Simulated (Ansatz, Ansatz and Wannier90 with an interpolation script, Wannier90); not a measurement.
# From a coarse GW mesh to bands everywhere: BiOBr (P4/nmm), part 2 of 3

Wanted: quasiparticle gap and band widths of BiOBr (P4/nmm) over the whole zone.

Ansatz 0.2.0; LDA, Wannier functions and G0W0, plane waves, PAW. Known limits of the many-body steps: not at the basis limit; no spin-orbit coupling; coarse k mesh.

So far. Step 2 (LDA bands): The gap is indirect, with the least direct gap 0.17 eV higher.

The database entry behind the starting cell differs from later determinations by our own check (0.1 to 0.3 % short, probably kX units), so it need not match the best structure at ambient conditions.

## (4) Wannier functions by Wannier90 (Bi:6p Br:4p O:2p) on 8×8×4

Localised functions give a small Hamiltonian that interpolates between mesh points at no cost.

This step: maximally localised Wannier functions from the overlaps of LDA states (plane waves, PAW).

w.win

```
num_iter = 1200
conv_tol = 1.0e-8
conv_window = 5
dis_num_iter = 4000
dis_conv_tol = 1.0e-8
dis_mix_ratio = 0.7
write_hr = true
use_ws_distance = false
num_print_cycles = 50
! ansatz wannier90 interface
! projections by site (counted from 0) and shell: 0 6P, 1 6P, 2 4P, 3 4P, 4 2P, 5 2P
! states of the run's bands (counted from 1): 1-36
num_bands = 36
num_wann  = 18
dis_win_min = 1.91
dis_win_max = 15.33
dis_froz_min = 1.91
dis_froz_max = 12.33
guiding_centres = true

begin unit_cell_cart
Ang
                    3.916                      0.0                      0.0
                      0.0                    3.916                      0.0
                      0.0                      0.0                    8.077
end unit_cell_cart

begin atoms_frac
Bi                       0.0                      0.5                    0.154
Bi                       0.5                      0.0                    0.846
Br                       0.0                      0.5                    0.653
Br                       0.5                      0.0                    0.347
O                        0.0                      0.0                      0.0
O                        0.5                      0.5                      0.0
end atoms_frac

mp_grid = 8 8 4

[... the mesh's points ...]
```

Launch:

```bash
$ OMP_NUM_THREADS=1 mpirun -n 8 wannier90.x w > wannier90.x.log
```

Numbers of over 12 decimals in the logs are rounded to 6 here.

The log of the run:

```text
TEM
                                    ------

                              Lattice Vectors (Ang)
                    a_1     3.916000   0.000000   0.000000
                    a_2     0.000000   3.916000   0.000000
                    a_3     0.000000   0.000000   8.077000

                   Unit Cell Volume:     123.86125  (Ang^3)

                        Reciprocal-Space Vectors (Ang^-1)
                    b_1     1.604491   0.000000   0.000000
                    b_2     0.000000   1.604491   0.000000
                    b_3     0.000000   0.000000   0.777911

 *----------------------------------------------------------------------------*
 |   Site       Fractional Coordinate          Cartesian Coordinate (Ang)     |
 +----------------------------------------------------------------------------+
 | bi   1   0.00000   0.50000   0.15400   |    0.00000   1.95800   1.24386    |
 | bi   2   0.50000   0.00000   0.84600   |    1.95800   0.00000   6.83314    |
 | br   1   0.00000   0.50000   0.65300   |    0.00000   1.95800   5.27428    |
 | br   2   0.50000   0.00000   0.34700   |    1.95800   0.00000   2.80272    |
 | o    1   0.00000   0.00000   0.00000   |    0.00000   0.00000   0.00000    |
 | o    2   0.50000   0.50000   0.00000   |    1.95800   1.95800   0.00000    |
 *----------------------------------------------------------------------------*
                                ------------
                                K-POINT GRID
                                ------------

             Grid size =  8 x  8 x  4      Total points =  256

 *---------------------------------- MAIN ------------------------------------*
 |  Number of Wannier Functions               :                18             |
 |  Number of Objective Wannier Functions     :                18             |
 |  Number of input Bloch states              :                36             |
 |  Output verbosity (1=low, 5=high)          :                 1             |
 |  Timing Level (1=low, 5=high)              :                 1             |
 |  Optimisation (0=memory, 3=speed)          :                 3             |
 |  Length Unit                               :               Ang             |
 |  Post-processing setup (write *.nnkp)      :                 F             |
 |  Using Gamma-only branch of algorithms     :                 F             |
 *----------------------------------------------------------------------------*
 *------------------------------- WANNIERISE ---------------------------------*
 |  Total number of iterations                :              1200             |
 |  Number of CG steps before reset           :                 5             |
 |  Trial step length for line search         :             2.000             |
 |  Convergence tolerence                     :         0.100E-07             |
 |  Convergence window                        :                 5             |
 |  Iterations between writing output         :                50             |
 |  Iterations between backing up to disk     :               100             |
 |  Write r^2_nm to file                      :                 F             |
 |  Write xyz WF centres to file              :                 F             |
 |  Write on-site energies <0n|H|0n> to file  :                 F             |
 |  Use guiding centre to control phases      :                 T             |
 |  Use phases for initial projections        :                 F             |
 |  Iterations before starting guiding centres:                 0             |
 |  Iterations between using guiding centres  :                 1             |
 *----------------------------------------------------------------------------*
 *------------------------------- DISENTANGLE --------------------------------*
 |  Using band disentanglement                :                 T             |
 |  Total number of iterations                :              4000             |
 |  Mixing ratio                              :             0.700             |
 |  Convergence tolerence                     :         1.000E-08             |
 |  Convergence window                        :                 3             |
 *----------------------------------------------------------------------------*
 *-------------------------------- PLOTTING ----------------------------------*
 |  Plotting Hamiltonian in WF basis          :                 T             |
 *----------------------------------------------------------------------------*

 *---------------------------------- K-MESH ----------------------------------*
 +----------------------------------------------------------------------------+
 |                    Distance to Nearest-Neighbour Shells                    |
 |                    ------------------------------------                    |
 |          Shell             Distance (Ang^-1)          Multiplicity         |
 |          -----             -----------------          ------------         |
 |             1                   0.194478                      2            |
 |             2                   0.200561                      4            |
 |             3                   0.279368                      8            |
 |             4                   0.283637                      4            |
[...]
|            ---        --------------------------------                     |
 |             1         0.000000    0.000000    0.194478                     |
 |             2         0.000000    0.200561    0.000000                     |
 |             3         0.200561    0.000000    0.000000                     |
 +----------------------------------------------------------------------------+

 Starting a new Wannier90 calculation ...

 Reading overlaps from w.mmn    : ansatz wannier90 interface

 Reading projections from w.amn : ansatz wannier90 interface

 *------------------------------- DISENTANGLE --------------------------------*
 +----------------------------------------------------------------------------+
 |                              Energy  Windows                               |
 |                              ---------------                               |
 |                   Outer:    1.91000  to   15.33000  (eV)                   |
 |                   Inner:    1.91000  to   12.33000  (eV)                   |
 +----------------------------------------------------------------------------+
   Number of target bands to extract:   18

                   Unitarised projection of Wannier functions
                   ------------------------------------------
   A_mn = <psi_m|g_n> --> S = A.A^+ --> U = S^-1/2.A
   In dis_project... done
   Using an inner window (linner = T)
   In dis_proj_froz... done

                   Extraction of optimally-connected subspace
                   ------------------------------------------
 +---------------------------------------------------------------------+<-- DIS
 |  Iter     Omega_I(i-1)      Omega_I(i)      Delta (frac.)    Time   |<-- DIS
 +---------------------------------------------------------------------+<-- DIS
       1      33.89685977      33.87611097       6.125E-04      0.00    <-- DIS
       2      33.88115822      33.87048701       3.151E-04      0.01    <-- DIS
       3      33.87325180      33.86820027       1.492E-04      0.01    <-- DIS

             <<<      Delta < 1.000E-08  over  3 iterations     >>>
             <<< Disentanglement convergence criteria satisfied >>>

        Final Omega_I    33.86662508 (Ang^2)

 +----------------------------------------------------------------------------+

 Writing checkpoint file w.chk... done

 *------------------------------- WANNIERISE ---------------------------------*
 +--------------------------------------------------------------------+<-- CONV
 | Iter  Delta Spread     RMS Gradient      Spread (Ang^2)      Time  |<-- CONV
 +--------------------------------------------------------------------+<-- CONV

 ------------------------------------------------------------------------------
 Initial State
  WF centre and spread    1  (  0.000000,  1.958000,  1.463377 )     2.87872266
  WF centre and spread    2  (  0.000000,  1.958000,  1.489327 )     2.99426293
  WF centre and spread    3  ( -0.000000,  1.958000,  1.489327 )     2.99426293
  WF centre and spread    4  (  1.958000, -0.000000,  6.613623 )     2.87872266
  WF centre and spread    5  (  1.958000, -0.000000,  6.587673 )     2.99426293
  WF centre and spread    6  (  1.958000,  0.000000,  6.587673 )     2.99426293
  WF centre and spread    7  (  0.000000,  1.958000,  5.269466 )     1.75218801
  WF centre and spread    8  (  0.000000,  1.958000,  5.262949 )     1.64550737
  WF centre and spread    9  (  0.000000,  1.958000,  5.262949 )     1.64550737
  WF centre and spread   10  (  1.958000, -0.000000,  2.807534 )     1.75218801
[...]
Sum of centres and spreads ( 17.622000, 17.622000, 48.462000 )    35.64965190

      0     0.356E+02     0.0000000000       35.6496519027       0.14  <-- CONV
        O_D=      0.1064143 O_OD=      1.6766125 O_TOT=     35.6496519 <-- SPRD
 ------------------------------------------------------------------------------
 Cycle:      1
[...]
Sum of centres and spreads ( 17.622000, 17.622000, 48.462000 )    35.48195454

      1    -0.168E+00     0.3041936527       35.4819545412       0.15  <-- CONV
        O_D=      0.1091300 O_OD=      1.5061995 O_TOT=     35.4819545 <-- SPRD
 Delta: O_D=  0.2715687E-02 O_OD= -0.1704130E+00 O_TOT= -0.1676974E+00 <-- DLTA
 ------------------------------------------------------------------------------

             <<<     Delta < 1.000E-08  over  5 iterations     >>>
             <<< Wannierisation convergence criteria satisfied >>>

 Final State
[...]
WF centre and spread   14  (  0.000000, -0.000000, -0.073741 )     1.29341481
  WF centre and spread   15  ( -0.000000, -0.000000,  0.073741 )     1.29341481
  WF centre and spread   16  (  1.958000,  1.958000, -0.000000 )     1.16149827
  WF centre and spread   17  (  1.958000,  1.958000,  0.073741 )     1.29341481
  WF centre and spread   18  (  1.958000,  1.958000, -0.073741 )     1.29341481
  Sum of centres and spreads ( 17.622000, 17.622000, 48.462000 )    35.30495691

         Spreads (Ang^2)       Omega I      =    33.866625076
        ================       Omega D      =     0.105960706
                               Omega OD     =     1.332371125
    Final Spread (Ang^2)       Omega Total  =    35.304956907
 ------------------------------------------------------------------------------

 Writing checkpoint file w.chk... done

 *---------------------------------------------------------------------------*
 |                               PLOTTING                                    |
 *---------------------------------------------------------------------------*

 *===========================================================================*
 |                             TIMING INFORMATION                            |
 *===========================================================================*
 |    Tag                                                Ncalls      Time (s)|
 |---------------------------------------------------------------------------|
 |kmesh: get                                        :         1         0.059|
 |overlap: read                                     :         1         1.183|
 |dis: main                                         :         1         0.161|
 |wann: main                                        :         1         0.473|
 |plot: main                                        :         1         0.193|
 *---------------------------------------------------------------------------*
 All done: wannier90 exiting
```

It took 4.2 s on 8 MPI ranks of Arm Neoverse V2, shared host; 26 s of CPU time.

Numbers from this step:

```
gauge-invariant spread     : 33.87 Å²
diagonal spread            : 0.1060 Å²
off-diagonal spread        : 1.332 Å²
total spread               : 35.30 Å²
disentanglement steps      : 20
r.m.s. interpolation error : 5.08e-4 eV
r.m.s. error near the gap  : 6.10e-4 eV
```

Near the gap the model misses directly solved bands by 0.6 meV r.m.s. and by 8 meV at most in the window tested. This tests the starting bands, not the corrections carried with them.

Wannier functions, by row:

```tsv
function	x (Å)	y (Å)	z (Å)	spread (Å²)	nearest atom	distance (Å)
1	0	1.958	1.457	2.87	Bi1	0.213
2	0	1.958	1.491	2.954	Bi1	0.247
3	0	1.958	1.491	2.954	Bi1	0.247
4	1.958	0	6.62	2.87	Bi2	0.213
5	1.958	0	6.586	2.954	Bi2	0.247
6	1.958	0	6.586	2.954	Bi2	0.247
7	0	1.958	5.264	1.752	Br3	0.01
8	0	1.958	5.262	1.687	Br3	0.013
9	0	1.958	5.262	1.687	Br3	0.013
10	1.958	0	2.813	1.752	Br4	0.01
11	1.958	0	2.815	1.687	Br4	0.013
12	1.958	0	2.815	1.687	Br4	0.013
13	0	0	0	1.161	O5	0
14	0	0	-0.074	1.293	O5	0.074
15	0	0	0.074	1.293	O5	0.074
16	1.958	1.958	0	1.161	O6	0
17	1.958	1.958	0.074	1.293	O6	0.074
18	1.958	1.958	-0.074	1.293	O6	0.074
```

Frozen up to 5.03 eV; above it the model need not follow the bands. Electronic bands along the path, in eV, zero at the valence-band top:

```tsv
point	band 25	band 26	band 27	band 28	band 29	band 30	band 31	band 32
Γ	-1.06	-0.79	-0.79	-0.72	2.23	3.14	4.82	4.82
X	-0.55	-0.55	-0.16	-0.16	4.22	4.22	4.75	4.75
M	-1.07	-1.07	-0.80	-0.80	3.23	3.23	4.97	4.97
Γ	-1.06	-0.79	-0.79	-0.72	2.23	3.14	4.82	4.82
Z	-0.99	-0.47	-0.47	-0.17	2.04	2.32	4.64	4.64
R	-0.56	-0.56	-0.12	-0.12	4.04	4.04	4.80	4.80
A	-1.15	-1.15	-1.07	-1.07	3.93	3.93	5.20	5.20
Z	-0.99	-0.47	-0.47	-0.17	2.04	2.32	4.64	4.64
jump to X	-0.55	-0.55	-0.16	-0.16	4.22	4.22	4.75	4.75
R	-0.56	-0.56	-0.12	-0.12	4.04	4.04	4.80	4.80
jump to M	-1.07	-1.07	-0.80	-0.80	3.23	3.23	4.97	4.97
A	-1.15	-1.15	-1.07	-1.07	3.93	3.93	5.20	5.20
```

The same for Kohn-Sham, solved directly:

```tsv
point	band 25	band 26	band 27	band 28	band 29	band 30	band 31	band 32
Γ	-1.06	-0.79	-0.79	-0.72	2.23	3.14	4.82	4.82
X	-0.55	-0.55	-0.16	-0.16	4.22	4.22	4.75	4.75
M	-1.07	-1.07	-0.80	-0.80	3.23	3.23	4.97	4.97
Γ	-1.06	-0.79	-0.79	-0.72	2.23	3.14	4.82	4.82
Z	-0.99	-0.47	-0.47	-0.17	2.04	2.32	4.64	4.64
R	-0.56	-0.56	-0.12	-0.12	4.04	4.04	4.80	4.80
A	-1.15	-1.15	-1.07	-1.07	3.93	3.93	5.20	5.20
Z	-0.99	-0.47	-0.47	-0.17	2.04	2.32	4.64	4.64
X	-0.55	-0.55	-0.16	-0.16	4.22	4.22	4.75	4.75
R	-0.56	-0.56	-0.12	-0.12	4.04	4.04	4.80	4.80
M	-1.07	-1.07	-0.80	-0.80	3.23	3.23	4.97	4.97
A	-1.15	-1.15	-1.07	-1.07	3.93	3.93	5.20	5.20
```

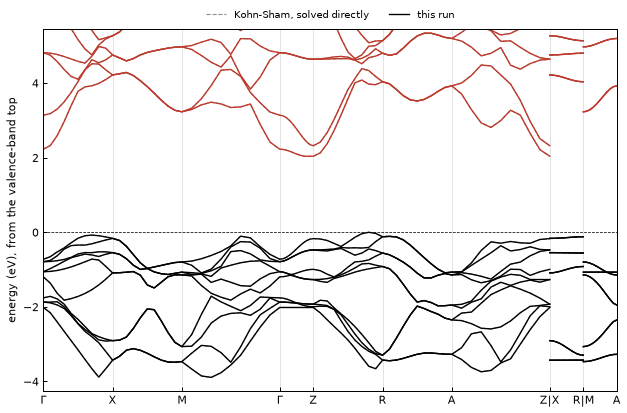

Electronic bands along the path; lines of filled and empty bands in two colours; dashed: Kohn-Sham, solved directly.

## (5) G0W0 at every point of the mesh: 4×4×2 mesh, 516 empty bands, screening to 150 eV

Now the one-shot GW correction: screening in the RPA, then the self-energy of the levels asked for.

This step: G0W0 on LDA, plane waves, PAW.

input.yaml

```yaml
crystal:
  lattice:
    - [3.916, 0.0, 0.0]
    - [0.0, 3.916, 0.0]
    - [0.0, 0.0, 8.077]
  atoms:
    - { symbol: Bi, position: [0.0, 0.5, 0.154] }
    - { symbol: Bi, position: [0.5, 0.0, 0.846] }
    - { symbol: Br, position: [0.0, 0.5, 0.653] }
    - { symbol: Br, position: [0.5, 0.0, 0.347] }
    - { symbol: O, position: [0.0, 0.0, 0.0] }
    - { symbol: O, position: [0.5, 0.5, 0.0] }
kpoints:
  mp_grid: { grid: [4, 4, 2] }
hamiltonian:
  xc: lda
scf:
  occupations: { method: fixed }
gw:
  n_empty_bands: 516
  ecut_chi: 150.0
  qp_bands: [v12, c5]
  screening: { model: contour_deformation }
```

Launch:

```bash
$ ansatz run input.yaml --threads 8 --pin off --max-ram 18432MiB --backend cpu --events-out ev --progress --plain --runs-dir out
```

The log of the run:

```text
[...]
Crystal: 6 atoms, lattice volume = 123.861 Å³
Basis set: ecut = 420 eV, 2419 PW (Γ)
Bands: 34, of which v1, the nominal top of the filled ones, is band 28 counted from 1 (27 counted from 0)
Symmetry: 16 space group operations
[...]
k-points: 12 of 32
[...]
SCF iter   1: F=—  HF=-30671.921999 eV  |F-HF|=—  |Δ(HF+E_count)|=         —  Δρ=1.12e-2  dr2=1.43e-1  ethr=1.77e-3  ⟨swp⟩=5.1  Hψ=1557  notcnv=0  defer=45
[...]
SCF iter   7: F=-30671.888215 eV  HF=-30671.888215 eV  |F-HF|=5.98e-9  |Δ(HF+E_count)|=   1.31e-7  Δρ=3.17e-6  dr2=1.53e-8  ethr=1.79e-10  ⟨swp⟩=10.0  Hψ=1749  notcnv=0
SCF 1 converged in 7 iterations: F = -30671.888215 eV  dr2 = 1.53e-8
[...]
G₀W₀ screening: q 1/12
[... further progress lines ...]
SCF converged after 7 iterations
Free energy (F): -30671.888215 eV
[...]
Internal energy: -30671.888215 eV  (E = F + TS)
E sigma→0 (E₀):  -30671.888215 eV
Fermi energy:    7.174507 eV
[...]
--- Band table (eV; the first three rows and the last of 12) ---
  k-point 0: bands = [... 24 lower, 6.2362, 6.5048, 6.5048, 6.5707, 9.5218, 10.4335, 12.1099, 12.1099, ... 2 higher]
  k-point 1: bands = [... 24 lower, 6.2999, 6.8204, 6.8204, 7.1240, 9.3333, 9.6153, 11.9342, 11.9342, ... 2 higher]
  k-point 2: bands = [... 24 lower, 6.6604, 6.7123, 6.9511, 7.1346, 11.0739, 11.3341, 11.3982, 11.8780, ... 2 higher]
  k-point 11: bands = [... 24 lower, 6.1493, 6.1493, 6.2252, 6.2252, 11.2205, 11.2205, 12.4909, 12.4909, ... 2 higher]
--- G₀W₀: contour deformation, 6 samples at zero and on the imaginary axis and 2 off it, 32 q-points, 516 empty bands' worth ---
  eigenvalues of the whole cell's RPA ε∞ on this k-mesh (on a slab, of 1 + 4πα/V) = 5.5769, 7.5451, 7.5451; static W/v taken at q = 0 is 0.144950
  bands read: the sum over 544 bands ends inside a degenerate multiplet in 1 slot, whose members it reads at an even weight; the widest, k=1: bands 544 to 545 (counted from 1) at 1/2 each
    ik  band        ε_KS         Σx   Σc(E_QP)       V_xc       Z   E_QP_lin       E_QP  E_QP is
     0    17      2.4431   -23.0155     5.0735   -17.6448  0.6623     2.1433     2.1459  root
     0    18      2.4431   -23.0155     5.0735   -17.6448  0.6623     2.1433     2.1459  root
     0    19      5.2777   -25.3533     4.7287   -20.3508  0.7105     5.0024     5.0039  root
     0    20      5.4216   -24.6306     4.3916   -19.9710  0.7163     5.1522     5.1537  root
     0    21      5.4216   -24.6306     4.3916   -19.9710  0.7163     5.1522     5.1537  root
     0    22      5.5356   -18.2215     2.7702   -14.6958  0.7289     4.7624     4.7801  root
     0    23      6.0985   -22.9553     3.4537   -19.2019  0.7348     5.7973     5.7988  root
     0    24      6.2362   -19.6350     2.7857   -16.1110  0.7400     5.4853     5.4980  root
     0    25      6.2362   -19.6350     2.7857   -16.1110  0.7400     5.4853     5.4980  root
     0    26      6.5048   -19.6303     2.5885   -16.3601  0.7468     5.8137     5.8231  root
     0    27      6.5048   -19.6303     2.5885   -16.3601  0.7468     5.8137     5.8231  root
     0    28      6.5707   -18.6337     2.0272   -15.9482  0.7565     5.9038     5.9124  root
     0    29      9.5218   -10.5123    -3.7914   -14.8926  0.8034    10.1146    10.1108  root
     0    30     10.4335   -10.8693    -3.7235   -15.1485  0.7945    10.9929    10.9892  root
[...]
11    29     11.2205   -11.9444    -3.8517   -16.3870  0.7888    11.8158    11.8113  root
    11    30     11.2205   -11.9444    -3.8517   -16.3870  0.7888    11.8158    11.8113  root
    11    31     12.4909   -11.8282    -4.3089   -16.9324  0.7669    13.2970    13.2862  root
    11    32     12.4909   -11.8282    -4.3089   -16.9324  0.7669    13.2970    13.2862  root
    11    33     12.8916   -11.4933    -4.2215   -16.4924  0.7659    13.6797    13.6692  root
```

It took 4.8 min on 8 threads; peak memory 3.8 GiB; 36 min of CPU time.

Numbers from this step:

```yaml
bands_summed: 544
rpa_eps_infinity_on_this_mesh_eigenvalues: 5.577, 7.545, 7.545
plane_waves_in_the_screening_matrix: 509
q_points_in_the_mesh: 32
g0w0_gap_on_the_mesh: 3.197 eV
k_of_the_valence_top: 0, -0.5, -0.5
k_of_the_conduction_bottom: 0, 0, -0.5
starting_gap_on_the_mesh: 2.159 eV
z_at_the_valence_top: 0.7541
z_at_the_conduction_bottom: 0.8053
least_direct_g0w0_gap_on_the_computed_points: 3.428 eV
```

The gap on the mesh goes from 2.16 eV to 3.20 eV, a correction of +1.04 eV. Between the two edge states, bare exchange in place of the xc potential would open the gap by 7.02 eV, and correlation takes back 5.98 eV. The start differs from the 2.03 eV found before because this mesh misses an edge.

(Continued in part 3 of 3.)

[Paths, hosts, dates, memory and timing lines, banners, echoed tables and standing remarks are left out of the program output.]

[Logs are printed without paths, hosts, clocks, repeated set-up lines and the standing remarks that a program may print on its own settings, such as how far it seeks lower states.]

[Runs of the session that timed out or met a known fault of the program may be left out.]

[Hosts, paths, dates, database ids (printed as entryN), source tags and the programs' standing remarks are cut or masked in the printed files.]
